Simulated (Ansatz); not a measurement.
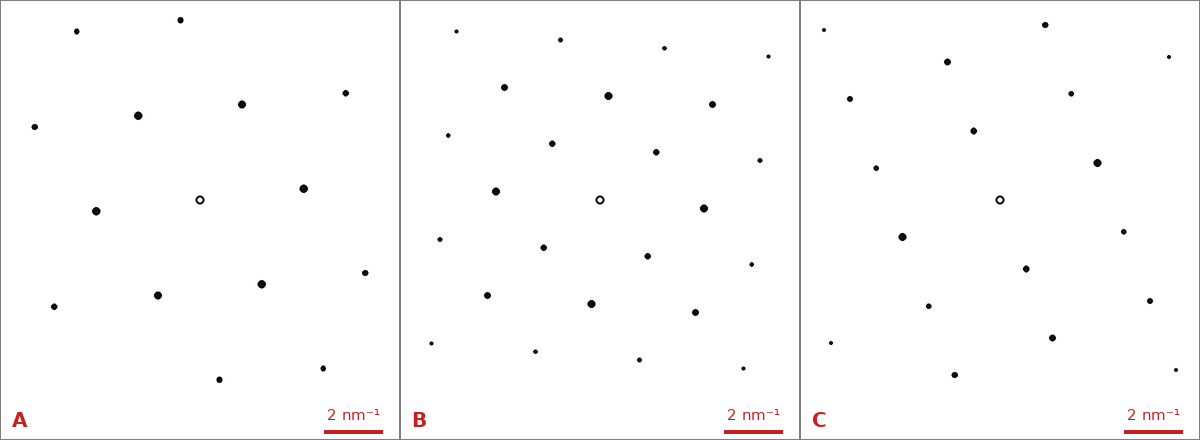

Computed electron diffraction patterns, 300 kV, single scattering only, B = 0.5 Å².

All three come from NaY, space group Pm-3m (No. 221), a = 3.87 Å. Structure: coordinates from a relaxation (final pressure about 2 GPa) with DFT PBEsol, scalar-relativistic, plane waves, PAW in Ansatz; the starting structure was generated, so it need not be a known form of this composition.

```cif
data_structure
_symmetry_space_group_name_H-M 'Pm-3m'
_symmetry_Int_Tables_number 221
_cell_length_a 3.8728
_cell_length_b 3.8728
_cell_length_c 3.8728
_cell_angle_alpha 90.000
_cell_angle_beta 90.000
_cell_angle_gamma 90.000
_cell_volume 58.09
loop_
_atom_site_label
_atom_site_type_symbol
_atom_site_symmetry_multiplicity
_atom_site_Wyckoff_symbol
_atom_site_fract_x
_atom_site_fract_y
_atom_site_fract_z
_atom_site_occupancy
Na1 Na 1 b 0.50000 0.50000 0.50000 1
Y1 Y 1 a 0.00000 0.00000 0.00000 1
```

### Assign the zone axes [001], [110], [111] to A, B and C.

A is [111]: hexagonal net of -1 1 0 at d = 2.74 Å and -1 0 1 at d = 2.74 Å, at 60.0°. B is [001]: square net of 1 0 0 at d = 3.87 Å and 0 1 0 at d = 3.87 Å, at 90.0°. C is [110]: rectangular net of 0 0 1 at d = 3.87 Å and 1 -1 0 at d = 2.74 Å, at 90.0°.
